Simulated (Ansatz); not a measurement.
**GaAs+ (quartet): one geometry, many settings at distance Ga1–As2 = 2.468 Å**

Aim: run GaAs+ (quartet) at one geometry under a spread of methods and options, and see what each costs and gives.

Computed with Ansatz 0.2.0, Gaussian basis. Level: the settings change from run to run.

18 further runs of the same task are left out: 1 for a known fault of the program, 15 that didn't finish, 2 set aside as unsound or not needed. Runs told in other sessions of the task aren't counted.

**1. What is computed**

The geometry derives from a PBE0/def2-TZVP stationary point (not a proven minimum). One bond is set to the value named and the two fragments are kept rigid. No spin-orbit coupling is included. The filled d shell of Ga, As may be among the frozen orbitals whatever the setting's name suggests.

2 atoms, charge 1, spin multiplicity 4.

Atoms are counted from 1 here; the program's logs count them from 0.

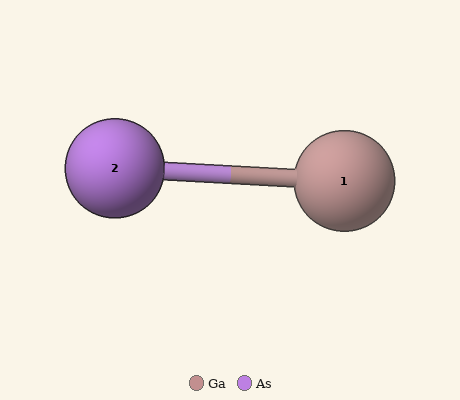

The structure; gallium pink, arsenic purple; atoms are numbered from 1 in the order of the file.

**2. NEVPT2(3,6)/cc-pVDZ**

Input file in.yaml:

```yaml
crystal:
  periodic: [false, false, false]
  atoms:
    - {symbol: Ga, position_ang: [0.000000, 0.000000, 0.000000]}
    - {symbol: As, position_ang: [0.000000, 0.000000, 2.468000]}
basis:
  gaussian: {orbitals: cc-pVDZ, fitting: {mean_field: def2-universal-jkfit}}
total_charge: 1
magnetization: {spin_polarized: false, initial_magnetization: 3}
correlation: {method: sc_nevpt2, electrons: outside_noble_gas, active_space: {window: {electrons: 3, orbitals: 6}}}
output: {forces: true}
```

On the command line:

```sh
> ansatz run in.yaml --threads 1 --pin off --events-out ev --progress --plain --max-ram 2393MiB
```

Output:

```text
Functional definition: HF
  name "HF"
  cite "Fock, Z. Phys. 61, 126 (1930) doi:10.1007/BF01340294"
  parent pbe
  exchange = exact_x
  correlation = 0
532 factors; integrals over basis functions are off by at most 5.7e-2 eV
mean field evaluation 1: about -113121.0704 eV, gradient 7.7e0 eV
mean field evaluation 2: about -113121.4263 eV, gradient 4.3e0 eV
mean field evaluation 4: about -113121.5864 eV, gradient 2.9e-1 eV
mean field evaluation 8: about -113121.5936 eV, gradient 2.4e-6 eV
mean field -113121.59355650 eV, -4157.1418866314 hartree, gradient 2.4e-6 eV, S^2 3.750000; 0 other end points of the search recorded, 0 dependent functions left out
reference -113121.59355650 eV, -4157.1418866314 hartree; 33, 30 occupied and 21, 24 virtual orbitals, 532 factors
state -113121.78688585 eV, -4157.1489913540 hartree
state -113121.78688585 eV, -4157.1489913540 hartree; corrected -113124.11512841 eV, -4157.2345526899 hartree
the calculation of the forces begins
Total energy: -113124.11512841 eV, -4157.2345526899 hartree
Atom 0 at     0.000000     0.000000     0.000000 Å, force    -0.000000    -0.000000    -1.098555 eV/Å
Atom 1 at     0.000000     0.000000     2.468000 Å, force     0.000000     0.000000     1.098555 eV/Å
Dipole moment:     0.000000    -0.000000    -0.466665 e Å
```

It took 3.5 s on 1 thread of Arm Neoverse V1, shared host.

From the report: 8 determinants; active occupations 1.00, 1.00, 0.99, 0.01, 0.00, 0.00.

**3. BCCD(T)/cc-pVDZ**

Input file in.yaml:

```yaml
crystal:
  periodic: [false, false, false]
  atoms:
    - {symbol: Ga, position_ang: [0.000000, 0.000000, 0.000000]}
    - {symbol: As, position_ang: [0.000000, 0.000000, 2.468000]}
basis:
  gaussian: {orbitals: cc-pVDZ}
total_charge: 1
magnetization: {spin_polarized: true, initial_magnetization: 3}
hamiltonian: {xc: {name: PBE}}
correlation: {method: bccd_t, electrons: valence}
accuracy: high
```

Launched as before.

Output (excerpt; [...] marks lines left out):

```text
Functional definition: PBE
  name "PBE"
  cite "Perdew, Burke & Ernzerhof, Phys. Rev. Lett. 77, 3865 (1996) doi:10.1103/PhysRevLett.77.3865"
  parent pbe
[...]
1022 factors; integrals over basis functions are off by at most 4.5e-9 eV
[...]
mean field -113192.08997694 eV, -4159.7325822983 hartree, gradient 6.5e-8 eV, S^2 3.752898; 0 other end points of the search recorded, 0 dependent functions left out
18 core orbitals not correlated: weight in the atoms' cores, before any rotation towards them, 1.000 or more for the frozen orbitals, at most 0.000 for the correlated occupied ones
reference -113120.95541428 eV, -4157.1184353371 hartree; 15, 12 occupied and 21, 24 virtual orbitals, 1022 factors
second order -3.67920654 eV of doubles, -0.65723833 eV of singles
cycle   1  -4.51953054 eV  change   -2.1e-1 eV  update   7.2e-2
[...]
cycle  21  -4.73240807 eV  change   2.8e-10 eV  update   2.6e-9
perturbative correction -0.14582786 eV, -0.0053590750 hartree
Total energy: -113125.83365020 eV, -4157.2977072008 hartree
```

It took 9.5 s on 1 thread of Arm Neoverse V1, shared host.

From the report: ⟨S²⟩ of the determinant 3.753 (pure quartet: 3.75); correlation -4.8782 eV; largest double amplitude 0.08.

**4. MP2 on ROHF/6-31G***

Input file in.yaml:

```yaml
crystal:
  periodic: [false, false, false]
  atoms:
    - {symbol: Ga, position_ang: [0.000000, 0.000000, 0.000000]}
    - {symbol: As, position_ang: [0.000000, 0.000000, 2.468000]}
basis:
  gaussian: {orbitals: "6-31G*"}
total_charge: 1
magnetization: {spin_polarized: false, initial_magnetization: 3}
correlation: {method: mp2, electrons: outside_noble_gas}
output: {forces: true}
```

Launched as before.

Output (excerpt; [...] marks lines left out):

```text
Functional definition: HF
  name "HF"
  cite "Fock, Z. Phys. 61, 126 (1930) doi:10.1007/BF01340294"
  parent pbe
[...]
642 factors; integrals over basis functions are off by at most 8.2e-4 eV
[...]
mean field -113107.73248633 eV, -4156.6325016979 hartree, gradient 2.8e-6 eV, S^2 3.750000; 0 other end points of the search recorded, 0 dependent functions left out
[...]
28 core orbitals not correlated: weight in the atoms' cores, before any rotation towards them, 0.998 or more for the frozen orbitals, at most 0.002 for the correlated occupied ones
reference -113107.73248633 eV, -4156.6325016979 hartree; 5, 2 occupied and 37, 40 virtual orbitals, 642 factors
second order -2.50700245 eV of doubles, -0.07463899 eV of singles
[...]
Total energy: -113110.31412777 eV, -4156.7273752709 hartree
Atom 0 at     0.000000     0.000000     0.000000 Å, force     0.000000     0.000000    -1.240232 eV/Å
Atom 1 at     0.000000     0.000000     2.468000 Å, force    -0.000000    -0.000000     1.240232 eV/Å
Dipole moment:    -0.000000    -0.000000    -0.455712 e Å
```

Run time: 4.1 s. Hardware: 1 thread of Arm Neoverse V1, shared host.

**5. BCCD on ROHF/6-31G**

Input file in.yaml:

```yaml
crystal:
  periodic: [false, false, false]
  atoms:
    - {symbol: Ga, position_ang: [0.000000, 0.000000, 0.000000]}
    - {symbol: As, position_ang: [0.000000, 0.000000, 2.468000]}
basis:
  gaussian: {orbitals: 6-31G}
total_charge: 1
magnetization: {spin_polarized: false, initial_magnetization: 3}
correlation: {method: bccd, electrons: outside_noble_gas}
```

Launched as before.

Output (excerpt; [...] marks lines left out):

```text
Functional definition: HF
  name "HF"
  cite "Fock, Z. Phys. 61, 126 (1930) doi:10.1007/BF01340294"
  parent pbe
[...]
505 factors; integrals over basis functions are off by at most 4.8e-4 eV
[...]
mean field -113105.05168171 eV, -4156.5339839454 hartree, gradient 1.9e-6 eV, S^2 3.750000; 0 other end points of the search recorded, 0 dependent functions left out
[...]
28 core orbitals not correlated: weight in the atoms' cores, before any rotation towards them, 0.996 or more for the frozen orbitals, at most 0.003 for the correlated occupied ones
reference -113105.05168171 eV, -4156.5339839454 hartree; 5, 2 occupied and 25, 28 virtual orbitals, 505 factors
second order -1.22693237 eV of doubles, -0.07278176 eV of singles
cycle   1  -1.63865852 eV  change   -3.4e-1 eV  update   6.9e-2
[...]
cycle  11  -1.81299181 eV  change    1.7e-6 eV  update   3.2e-6
Total energy: -113106.86467353 eV, -4156.6006101657 hartree
```

Run time: 3 s. Hardware: 1 thread of Arm Neoverse V1, shared host.

From the report: correlation -1.8130 eV; largest double amplitude 0.08.

**6. The runs in one table**

Where basis and cores are those of an earlier FCI/cc-pVDZ run (-113124.9511 eV), and the records show the same count of frozen orbitals and kind of state, the miss against it is given; a blank cell means that this couldn't be shown.

```tsv
level	correlated	functions	energy (eV)	from FCI (meV)	time
NEVPT2(3,6)/cc-pVDZ	outside noble gas	54	-113124.1151	836.0	3.5 s
BCCD(T)/cc-pVDZ (on PBE orbitals)	valence	54	-113125.8337		9.5 s
MP2 on ROHF/6-31G*	outside noble gas	70	-113110.3141		4.1 s
BCCD on ROHF/6-31G	outside noble gas	58	-113106.8647		3 s
```

**7. Outcome**

```
quantity                                     value
    runs                                         4
quickest                   BCCD on ROHF/6-31G, 3 s
 slowest  BCCD(T)/cc-pVDZ (on PBE orbitals), 9.5 s
```

Total energies in different bases, with other cores or another treatment of relativity can't be set against each other. «valence» and «outside noble gas» are the program's key words; the logs give how many orbitals each freezes, and for Ga to Kr the 3d shell needn't follow the word's plain sense. BCCD(T)/cc-pVDZ (on PBE orbitals) took 3 times as long as BCCD on ROHF/6-31G; the jobs differ in more than the method.
